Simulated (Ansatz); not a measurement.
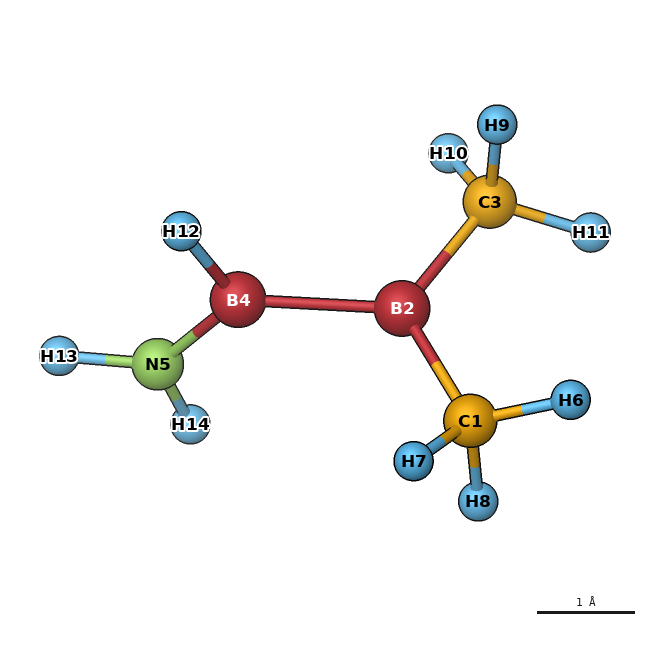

Numbered structure. The computed structure is the end point of a PBE-D4/def2-SVP optimisation. No frequency run is at hand to confirm it as a minimum.

Which atoms are bonded, and how long are the bonds?

| bond | length (Å) | order |
| --- | --- | --- |
| C1–B2 | 1.581 | single |
| C1–H6 | 1.111 | single |
| C1–H7 | 1.109 | single |
| C1–H8 | 1.119 | single |
| B2–C3 | 1.581 | single |
| B2–B4 | 1.699 | single |
| C3–H9 | 1.119 | single |
| C3–H10 | 1.109 | single |
| C3–H11 | 1.111 | single |
| B4–N5 | 1.404 | single |
| B4–H12 | 1.231 | single |
| N5–H13 | 1.021 | single |
| N5–H14 | 1.021 | single |
